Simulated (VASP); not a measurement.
Given:

```
CELL_PARAMETERS angstrom
      0.00000     2.69419     2.69419
      2.69419     0.00000     2.69419
      2.69419     2.69419     0.00000
ATOMIC_POSITIONS crystal
  Zn 0.00000 0.00000 0.00000
  S  0.25000 0.25000 0.25000
```

These are r2SCAN meta-GGA, VASP's PBE PAW potentials (set 64) (plane waves; VASP 6.6.1) values and carry that method's errors. Numerical set-up: 520 eV cut-off, 10×10×10 Γ-centred mesh, tetrahedra with Blöchl corrections, potentials Zn S.

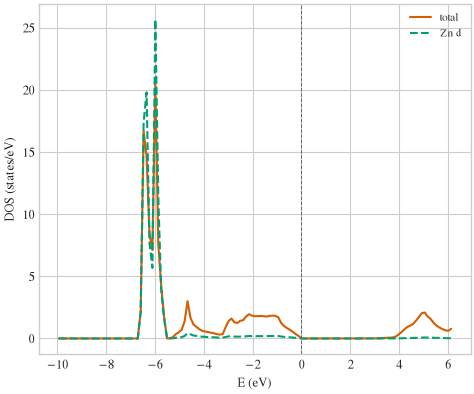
*Total and projected density of states, zero at the valence-band maximum*

Within 2 eV below the valence-band maximum the largest weight inside VASP's projection spheres is S p, then Zn d.

The gap is direct, 2.72 eV, from the valence maximum at Γ to the conduction minimum at Γ.

The compound is ZnS in the zinc blende structure. It was relaxed first.
